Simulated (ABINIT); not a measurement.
# BP (F-43m): G0W0 with ABINIT, start to end

How does a plane-wave GW calculation on BP (F-43m) run from the first input to the gap?

Program: ABINIT 10.8.3. Level of theory: PBE and many-body steps on it, plane waves. Results are calculated unless marked as measured.

### 1. The starting structure

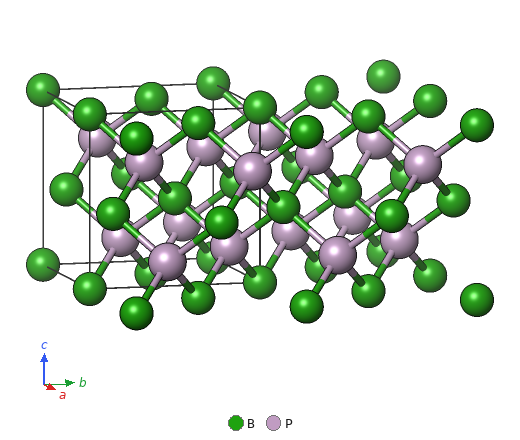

Start, viewed slightly off an axis; boron green, phosphorus pink. 2×2×1 cells are drawn. This picture shows the conventional cell, with its axes. Bonds to atoms that aren't drawn are left out. Some periodic images of atoms are drawn too.

The cell and positions come from the Crystallography Open Database and are kept as given unless a step says otherwise.

### 2. Ground state

This step: ABINIT 10.8.3; DFT, PBE, plane waves, norm-conserving pseudopotentials.

The ground-state density comes first.

File run.abi:

```
acell 3*1.0 Angstrom
rprim 
  0.000000000000 2.269000000000 2.269000000000
  2.269000000000 0.000000000000 2.269000000000
  2.269000000000 2.269000000000 0.000000000000
ntypat 2
znucl 5 15
natom 2
typat 1 2
xred 
  0.000000000000 0.000000000000 0.000000000000
  0.250000000000 0.250000000000 0.250000000000
pp_dirpath "pseudos"
pseudos "B.upf, P.upf"
ecut 34
ngkpt 8 8 8
nshiftk 1
shiftk 0 0 0
kptopt 1
chksymbreak 0
nband 9
occopt 1
tolvrs 1e-10
nstep 60
prtwf 0
optforces 0
optstress 0
indata_prefix "in"
outdata_prefix "out"
tmpdata_prefix "tmp"
```

Command:

```console
OMP_NUM_THREADS=1 mpirun -n 4 abinit run.abi > log
```

Numbers of over 12 decimals in the logs are rounded to 6 here.

The program printed:

```text
.Version 10.8.3 of ABINIT. v10.8.2 released Aug 2026.

 Symmetries : space group F-4 3 m (#216); Bravais cF (face-center cubic)
================================================================================
 Values of the parameters that define the memory need of the present run
     intxc =       0    ionmov =       0      iscf =       7    lmnmax =       6
     lnmax =       6     mgfft =      32  mpssoang =       3    mqgrid =    3001
     natom =       2  nloc_mem =       1    nspden =       1   nspinor =       1
    nsppol =       1      nsym =      24    n1xccc =    2501    ntypat =       2
    occopt =       1   xclevel =       2
-    mband =           9        mffmem =           1         mkmem =           8
       mpw =        1506          nfft =       32768          nkpt =          29
================================================================================
  Rough estimation (10% accuracy) of disk space for files :
================================================================================

--------------------------------------------------------------------------------
------------- Echo of variables that govern the present computation ------------
--------------------------------------------------------------------------------
 -outvars: echo values of preprocessed input variables --------
            acell      1.8897261259E+00  1.8897261259E+00  1.8897261259E+00 Bohr

      chksymbreak           0
             ecut      3.40000000E+01 Hartree
-          fftalg         312

              ixc     -101130
              kpt      0.00000000E+00  0.00000000E+00  0.00000000E+00
                       1.25000000E-01  0.00000000E+00  0.00000000E+00
                       2.50000000E-01  0.00000000E+00  0.00000000E+00
                       3.75000000E-01  0.00000000E+00  0.00000000E+00
                       5.00000000E-01  0.00000000E+00  0.00000000E+00
                       1.25000000E-01  1.25000000E-01  0.00000000E+00
                       2.50000000E-01  1.25000000E-01  0.00000000E+00
                       3.75000000E-01  1.25000000E-01  0.00000000E+00
                       5.00000000E-01  1.25000000E-01  0.00000000E+00
   [... 18 further rows ...]
                      -3.75000000E-01  5.00000000E-01  1.25000000E-01
                      -2.50000000E-01  5.00000000E-01  2.50000000E-01
         kptrlatt        8    0    0      0    8    0      0    0    8
          kptrlen      4.85107901E+01
P           mkmem           8
            natom           2
            nband           9
            ngfft          32      32      32
             nkpt          29
            nstep          60
             nsym          24
           ntypat           2
              occ      2.000000  2.000000  2.000000  2.000000  0.000000  0.000000
[...]
optforces           0
        optstress           0
            prtwf           0
            rprim      0.0000000000E+00  2.2690000000E+00  2.2690000000E+00
[...]
spgroup         216

           tolvrs      1.00000000E-10

             xred      0.0000000000E+00  0.0000000000E+00  0.0000000000E+00
[...]
znucl        5.00000   15.00000

================================================================================

 chkinp: Checking input parameters for consistency.

================================================================================
== DATASET  1 ==================================================================
-   mpi_nproc: 4, omp_nthreads: 1 (-1 if OMP is not activated)

--- !DatasetInfo
iteration_state: {dtset: 1, }
dimensions: {natom: 2, nkpt: 29, mband: 9, nsppol: 1, nspinor: 1, nspden: 1, mpw: 1506, }
cutoff_energies: {ecut:  34.0, pawecutdg:  -1.0, }
electrons: {nelect:   8.00000000E+00, charge:   0.00000000E+00, occopt:   1.00000000E+00, tsmear:   1.00000000E-02, }

 Real(R)+Recip(G) space primitive vectors, cartesian coordinates (Bohr,Bohr^-1):
 R(1)=  0.0000000  4.2877886  4.2877886  G(1)= -0.1166102  0.1166102  0.1166102
 R(2)=  4.2877886  0.0000000  4.2877886  G(2)=  0.1166102 -0.1166102  0.1166102
 R(3)=  4.2877886  4.2877886  0.0000000  G(3)=  0.1166102  0.1166102 -0.1166102
 Unit cell volume ucvol=  1.5766311E+02 bohr^3
 Angles (23,13,12)=  6.00000000E+01  6.00000000E+01  6.00000000E+01 degrees

 getcut: wavevector=  0.0000  0.0000  0.0000  ngfft=  32  32  32
         ecut(hartree)=     34.000   => boxcut(ratio)=   2.01047

--- Pseudopotential description ------------------------------------------------
- B Generated using ONCVPSP code by D. R. Hamann
-  5.00000   3.00000  171031                  znucl, zion, pspdat
12 -101130 1 -1 1534                          pspcod,pspxc,lmax,lloc,mmax
     nproj     2     2     0
  pspatm : epsatm=    3.38844616
         --- l  ekb(1:nproj) -->
[...]
pspatm: atomic psp has been read  and splines computed

- P Generated using ONCVPSP code by D. R. Hamann
- 15.00000   5.00000  171031                  znucl, zion, pspdat
12 -101130 2 -1 1298                          pspcod,pspxc,lmax,lloc,mmax
     nproj     2     2     2
  pspatm : epsatm=    8.05910421
         --- l  ekb(1:nproj) -->
[...]
2   -3.154982   -0.827415
 pspatm: atomic psp has been read  and splines computed

   9.15804030E+01                                ecore*ucvol(ha*bohr**3)
--------------------------------------------------------------------------------

_setup2: Arith. and geom. avg. npw (full set) are    1493.475    1493.449

================================================================================

--- !BeginCycle
iteration_state: {dtset: 1, }
solver: {iscf: 7, nstep: 60, nline: 4, wfoptalg: 0, }
tolerances: {tolvrs: 1.00E-10, }

     iter   Etot(hartree)      deltaE(h)  residm     vres2
 ETOT  1  -9.869870    -9.870E+00 5.216E-02 9.030E+01
 ETOT  2  -9.892252    -2.238E-02 4.815E-03 1.817E+01
 ETOT  3  -9.896686    -4.435E-03 5.351E-03 1.261E-01
 ETOT  4  -9.896710    -2.323E-05 7.433E-03 2.373E-03
 ETOT  5  -9.896710    -1.775E-07 5.378E-03 4.971E-05
 ETOT  6  -9.896710    -3.536E-09 2.331E-03 6.175E-07
 ETOT  7  -9.896710    -5.026E-11 7.999E-04 1.692E-08
 ETOT  8  -9.896710    -9.450E-13 1.683E-04 3.445E-10
 ETOT  9  -9.896710     2.363E-13 6.151E-05 1.548E-12

 At SCF step    9       vres2   =  1.55E-12 < tolvrs=  1.00E-10 =>converged.

--- !ResultsGS
iteration_state: {dtset: 1, }
comment   : Summary of ground state results
lattice_vectors:
- [  0.0000000,   4.2877886,   4.2877886, ]
- [  4.2877886,   0.0000000,   4.2877886, ]
- [  4.2877886,   4.2877886,   0.0000000, ]
lattice_lengths: [   6.06385,    6.06385,    6.06385, ]
lattice_angles: [ 60.000,  60.000,  60.000, ] # degrees, (23, 13, 12)
lattice_volume:   1.5766311E+02
convergence: {deltae:  2.363E-13, res2:  1.548E-12, residm:  6.151E-05, diffor:  0.000E+00, }
etotal    :  -9.89670974E+00
entropy   :   0.00000000E+00
fermie    :   2.67006735E-01
cartesian_stress_tensor: null
pressure_GPa: null
xred      :
- [  0.0000E+00,   0.0000E+00,   0.0000E+00,  B]
- [  2.5000E-01,   2.5000E-01,   2.5000E-01,  P]
cartesian_forces: null
force_length_stats: {min: null, max: null, mean: null, }

 Integrated electronic density in atomic spheres:
 ------------------------------------------------
 Atom  Sphere_radius  Integrated_density
    1        2.00000          2.70990900
    2        2.00000          2.92263652
================================================================================

 ----iterations are completed or convergence reached----

 Mean square residual over all n,k,spin=   47.057E-08; max=  61.505E-06
 reduced coordinates (array xred) for    2 atoms
       0.000000000000      0.000000000000      0.000000000000
       0.250000000000      0.250000000000      0.250000000000
 rms dE/dt=  0.0000E+00; max dE/dt=  0.0000E+00; dE/dt below (all hartree)
    1       0.000000000000      0.000000000000      0.000000000000
    2       0.000000000000      0.000000000000      0.000000000000

 cartesian coordinates (angstrom) at end:
    1      0.000000     0.000000     0.000000
    2      1.134500     1.134500     1.134500
 length scales=  1.889726125908  1.889726125908  1.889726125908 bohr
              =  1.000000000000  1.000000000000  1.000000000000 angstroms
 prteigrs : about to open file out_EIG
 Fermi (or HOMO) energy (hartree) =   0.26701   Average Vxc (hartree)=  -0.39956
 Eigenvalues (hartree) for nkpt=  29  k points:
 kpt#   1, nband=  9, wtk=  0.00195, kpt=  0.0000  0.0000  0.0000 (reduced coord)
  -0.30111    0.26701    0.26701    0.26701    0.39220    0.39220    0.39220    0.53740
   0.69048
 prteigrs : prtvol=0 or 1, do not print more k-points.

--- !EnergyTerms
iteration_state     : {dtset: 1, }
comment             : Components of total free energy in Hartree
kinetic             :  4.64395738634320E+00
hartree             :  6.30836753486012E-01
xc                  : -3.32226206940715E+00
Ewald energy        : -1.04916197636976E+01
psp_core            :  5.80861330051174E-01
local_psp           : -2.96903600272399E+00
non_local_psp       :  1.03055262904093E+00
total_energy        : -9.89670973690742E+00
total_energy_eV     : -2.69303191215349E+02
band_energy         :  2.27567509801290E-01

== END DATASET(S) ==============================================================
================================================================================

 -outvars: echo values of variables after computation  --------
           etotal     -9.8967097369E+00
            nband           9
             nkpt          29
          spgroup         216
 [... the other variables as echoed above ...]

 Calculation completed.
```

Run time: 3.3 s. Hardware: 4 MPI ranks of Arm Neoverse V2, shared host; peak memory 0.26 GiB.

This step gave:

```
total energy               : -269.3032 eV
gap                        : 1.280 eV
k of the valence top       : 0, 0, 0
k of the conduction bottom : 0.375, 0.375, 0
least direct gap           : 3.407 eV
```

The gap is indirect, with the least direct gap 2.13 eV higher.

### 3. Bands along the symmetry lines

The cheap functional maps the bands first; the places of the edges decide which points the dearer methods must see.

File run.abi:

```
acell 3*1.0 Angstrom
rprim 
  0.000000000000 2.269000000000 2.269000000000
  2.269000000000 0.000000000000 2.269000000000
  2.269000000000 2.269000000000 0.000000000000
ntypat 2
znucl 5 15
natom 2
typat 1 2
xred 
  0.000000000000 0.000000000000 0.000000000000
  0.250000000000 0.250000000000 0.250000000000
pp_dirpath "pseudos"
pseudos "B.upf, P.upf"
ecut 34
iscf -2
irdden 1
kptopt 0
nkpt 50
kpt 
  0.00000000 0.00000000 0.00000000
  -0.06250000 -0.06250000 0.00000000
  -0.12500000 -0.12500000 0.00000000
  -0.18750000 -0.18750000 0.00000000
  -0.25000000 -0.25000000 0.00000000
  -0.31250000 -0.31250000 0.00000000
  -0.37500000 -0.37500000 0.00000000
  -0.43750000 -0.43750000 0.00000000
  -0.50000000 -0.50000000 0.00000000
  -0.48437500 -0.48437500 0.03125000
  -0.46875000 -0.46875000 0.06250000
  -0.45312500 -0.45312500 0.09375000
  -0.43750000 -0.43750000 0.12500000
  -0.42187500 -0.42187500 0.15625000
  -0.40625000 -0.40625000 0.18750000
  -0.39062500 -0.39062500 0.21875000
  -0.37500000 -0.37500000 0.25000000
  -0.37500000 0.00000000 0.37500000
  -0.32812500 0.00000000 0.32812500
  -0.28125000 0.00000000 0.28125000
  -0.23437500 0.00000000 0.23437500
  -0.18750000 0.00000000 0.18750000
  -0.14062500 0.00000000 0.14062500
  -0.09375000 0.00000000 0.09375000
  -0.04687500 0.00000000 0.04687500
  0.00000000 0.00000000 0.00000000
  0.00000000 0.00000000 0.06250000
  0.00000000 0.00000000 0.12500000
  0.00000000 0.00000000 0.18750000
  0.00000000 0.00000000 0.25000000
  0.00000000 0.00000000 0.31250000
  0.00000000 0.00000000 0.37500000
  0.00000000 0.00000000 0.43750000
  0.00000000 0.00000000 0.50000000
  -0.06250000 -0.03125000 0.46875000
  -0.12500000 -0.06250000 0.43750000
  -0.18750000 -0.09375000 0.40625000
  -0.25000000 -0.12500000 0.37500000
  -0.31250000 -0.15625000 0.34375000
  -0.37500000 -0.18750000 0.31250000
  -0.43750000 -0.21875000 0.28125000
  -0.50000000 -0.25000000 0.25000000
  -0.50000000 -0.28125000 0.21875000
  -0.50000000 -0.31250000 0.18750000
  -0.50000000 -0.34375000 0.15625000
  -0.50000000 -0.37500000 0.12500000
  -0.50000000 -0.40625000 0.09375000
  -0.50000000 -0.43750000 0.06250000
  -0.50000000 -0.46875000 0.03125000
  -0.50000000 -0.50000000 0.00000000
istwfk *1
nband 11
nbdbuf 2
tolwfr 1e-08
nstep 40
prtwf 0
prtvol 0
indata_prefix "in"
outdata_prefix "out"
tmpdata_prefix "tmp"
```

The program printed:

```text
.Version 10.8.3 of ABINIT. v10.8.2 released Aug 2026.

 Symmetries : space group F-4 3 m (#216); Bravais cF (face-center cubic)
[... echo of the input left out ...]
== DATASET  1 ==================================================================
-   mpi_nproc: 4, omp_nthreads: 1 (-1 if OMP is not activated)

--- !DatasetInfo
iteration_state: {dtset: 1, }
dimensions: {natom: 2, nkpt: 50, mband: 11, nsppol: 1, nspinor: 1, nspden: 1, mpw: 1524, }
cutoff_energies: {ecut:  34.0, pawecutdg:  -1.0, }
electrons: {nelect:   8.00000000E+00, charge:   0.00000000E+00, occopt:   1.00000000E+00, tsmear:   1.00000000E-02, }

 Real(R)+Recip(G) space primitive vectors, cartesian coordinates (Bohr,Bohr^-1):
 R(1)=  0.0000000  4.2877886  4.2877886  G(1)= -0.1166102  0.1166102  0.1166102
 R(2)=  4.2877886  0.0000000  4.2877886  G(2)=  0.1166102 -0.1166102  0.1166102
 R(3)=  4.2877886  4.2877886  0.0000000  G(3)=  0.1166102  0.1166102 -0.1166102
 Unit cell volume ucvol=  1.5766311E+02 bohr^3
 Angles (23,13,12)=  6.00000000E+01  6.00000000E+01  6.00000000E+01 degrees

 getcut: wavevector=  0.0000  0.0000  0.0000  ngfft=  32  32  32
         ecut(hartree)=     34.000   => boxcut(ratio)=   2.01047

--- Pseudopotential description ------------------------------------------------
- B Generated using ONCVPSP code by D. R. Hamann
-  5.00000   3.00000  171031                  znucl, zion, pspdat
12 -101130 1 -1 1534                          pspcod,pspxc,lmax,lloc,mmax
     nproj     2     2     0
  pspatm : epsatm=    3.38844616
         --- l  ekb(1:nproj) -->
             0    8.382104    1.234201
             1   -3.719492   -0.867526
 pspatm: atomic psp has been read  and splines computed

- P Generated using ONCVPSP code by D. R. Hamann
- 15.00000   5.00000  171031                  znucl, zion, pspdat
12 -101130 2 -1 1298                          pspcod,pspxc,lmax,lloc,mmax
     nproj     2     2     2
  pspatm : epsatm=    8.05910421
         --- l  ekb(1:nproj) -->
             0    6.598722    1.052341
[...]
pspatm: atomic psp has been read  and splines computed

--------------------------------------------------------------------------------

================================================================================
 prteigrs : about to open file out_EIG
 Non-SCF case, kpt    1 (  0.00000  0.00000  0.00000), residuals and eigenvalues=
  2.07E-09  2.03E-09  2.54E-09  7.57E-09  9.91E-10  7.95E-09  8.75E-09  2.09E-09
[...]
-3.0111E-01  2.6701E-01  2.6701E-01  2.6701E-01  3.9220E-01  3.9220E-01
  3.9220E-01  5.3740E-01  6.9047E-01  7.0970E-01  7.0970E-01
 Non-SCF case, kpt    2 ( -0.06250 -0.06250  0.00000), residuals and eigenvalues=
  4.40E-09  2.39E-09  4.87E-09  9.99E-09  1.46E-09  4.38E-09  3.97E-09  3.31E-09
[...]
-2.9765E-01  2.5282E-01  2.5282E-01  2.5505E-01  3.8534E-01  4.1020E-01
[...]
3.54E-09  2.57E-09  3.37E-09  7.93E-09  3.89E-09  3.70E-09  8.59E-09  5.77E-09
[...]
-2.8732E-01  2.2366E-01  2.2386E-01  2.2386E-01  3.6930E-01  4.5040E-01
  4.5040E-01  5.4631E-01  6.4728E-01  7.2434E-01  7.3398E-01
[...]
Non-SCF case, kpt   49 ( -0.50000 -0.46875  0.03125), residuals and eigenvalues=
[...]
-1.2244E-01 -4.7675E-02  1.1332E-01  1.1345E-01  3.2073E-01  3.3283E-01
  7.0552E-01  7.0931E-01  8.1682E-01  8.6372E-01  9.1210E-01
 Non-SCF case, kpt   50 ( -0.50000 -0.50000  0.00000), residuals and eigenvalues=
[...]
-1.2278E-01 -4.8232E-02  1.1583E-01  1.1583E-01  3.1652E-01  3.2827E-01
  7.1044E-01  7.1044E-01  8.2597E-01  8.7270E-01  9.2368E-01

--- !ResultsGS
iteration_state: {dtset: 1, }
comment   : Summary of ground state results
lattice_vectors:
- [  0.0000000,   4.2877886,   4.2877886, ]
- [  4.2877886,   0.0000000,   4.2877886, ]
- [  4.2877886,   4.2877886,   0.0000000, ]
lattice_lengths: [   6.06385,    6.06385,    6.06385, ]
lattice_angles: [ 60.000,  60.000,  60.000, ] # degrees, (23, 13, 12)
lattice_volume:   1.5766311E+02
convergence: {deltae:  0.000E+00, res2:  0.000E+00, residm:  9.993E-09, diffor:  0.000E+00, }
etotal    :  -9.89670974E+00
entropy   :   0.00000000E+00
fermie    :   2.67006735E-01
cartesian_stress_tensor: null
pressure_GPa: null
xred      :
- [  0.0000E+00,   0.0000E+00,   0.0000E+00,  B]
- [  2.5000E-01,   2.5000E-01,   2.5000E-01,  P]
cartesian_forces: null
force_length_stats: {min: null, max: null, mean: null, }

 Integrated electronic density in atomic spheres:
 ------------------------------------------------
 Atom  Sphere_radius  Integrated_density
[...]
================================================================================

 ----iterations are completed or convergence reached----

 Mean square residual over all n,k,spin=   47.323E-10; max=  99.929E-10
 reduced coordinates (array xred) for    2 atoms
[...]
cartesian coordinates (angstrom) at end:
    1      0.000000     0.000000     0.000000
    2      1.134500     1.134500     1.134500
 length scales=  1.889726125908  1.889726125908  1.889726125908 bohr
              =  1.000000000000  1.000000000000  1.000000000000 angstroms
 prteigrs : about to open file out_EIG
 Eigenvalues (hartree) for nkpt=  50  k points:
 kpt#   1, nband= 11, wtk=  1.00000, kpt=  0.0000  0.0000  0.0000 (reduced coord)
[...]
kpt#   2, nband= 11, wtk=  1.00000, kpt= -0.0625 -0.0625  0.0000 (reduced coord)
[...]
kpt#   3, nband= 11, wtk=  1.00000, kpt= -0.1250 -0.1250  0.0000 (reduced coord)
[...]
kpt#  49, nband= 11, wtk=  1.00000, kpt= -0.5000 -0.4687  0.0313 (reduced coord)
  -0.12244   -0.04767    0.11332    0.11345    0.32073    0.33283    0.70552    0.70931
   0.81682    0.86372    0.91210
 kpt#  50, nband= 11, wtk=  1.00000, kpt= -0.5000 -0.5000  0.0000 (reduced coord)
  -0.12278   -0.04823    0.11583    0.11583    0.31652    0.32827    0.71044    0.71044
   0.82597    0.87270    0.92368

== END DATASET(S) ==============================================================
================================================================================

 -outvars: echo values of variables after computation  --------
            nband          11
             nkpt          50
          spgroup         216
 [... the other variables as echoed above ...]

 Calculation completed.
```

Wall time 3.1 s (4 MPI ranks); peak memory 0.24 GiB; 12 s of CPU time.

Numbers from this step:

```
gap                        : 1.260 eV
k of the valence top       : 0, 0, 0
k of the conduction bottom : -0.4375, -0.4375, 0
least direct gap           : 3.407 eV
```

The gap is 1.260 eV, −0.020 eV from the run before at this level.

The electronic bands at the labelled points (eV, zero at the top of the highest filled band; v1 is the highest filled band, c1 the lowest empty one):

```tsv
point	v4	v3	v2	v1	c1	c2	c3	c4
Γ	-15.46	0.00	0.00	0.00	3.41	3.41	3.41	7.36
X	-10.61	-8.58	-4.11	-4.11	1.35	1.67	12.07	12.07
U	-10.61	-8.16	-6.22	-3.50	2.16	6.00	9.71	10.59
jump to K	-10.61	-8.16	-6.22	-3.50	2.16	6.00	9.71	10.59
Γ	-15.46	0.00	0.00	0.00	3.41	3.41	3.41	7.36
L	-12.14	-9.03	-1.76	-1.76	3.78	4.72	4.72	10.13
W	-10.33	-8.05	-5.67	-5.47	5.33	6.77	7.23	7.45
X	-10.61	-8.58	-4.11	-4.11	1.35	1.67	12.07	12.07
```

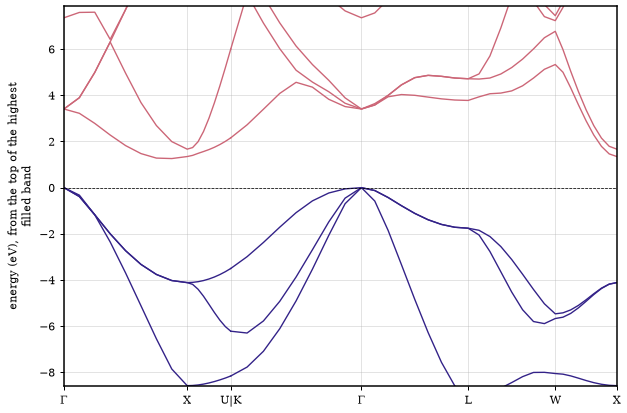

Electronic bands along the path; lines of filled and empty bands in two colours.

(Continued in part 2 of 2.)

[Paths, hosts, dates, memory and timing lines, banners, echoed tables and standing remarks are left out of the program output.]

[Logs are printed without paths, hosts, clocks, repeated set-up lines and the standing remarks that a program may print on its own settings, such as how far it seeks lower states.]

[Runs of the session that timed out or met a known fault of the program may be left out.]

[Hosts, paths, dates, database ids (printed as entryN), source tags and the programs' standing remarks are cut or masked in the printed files.]

[G0W0 gaps are taken among the corrected bands and points alone; a level outside them can change the order at an edge.]

[Where Ansatz stands beside ABINIT at settings called matched, ABINIT's density can come from a denser mesh and the files from another edition; pairs whose starting gaps differed by over 0.03 eV were left out, so agreement reads better than it is.]
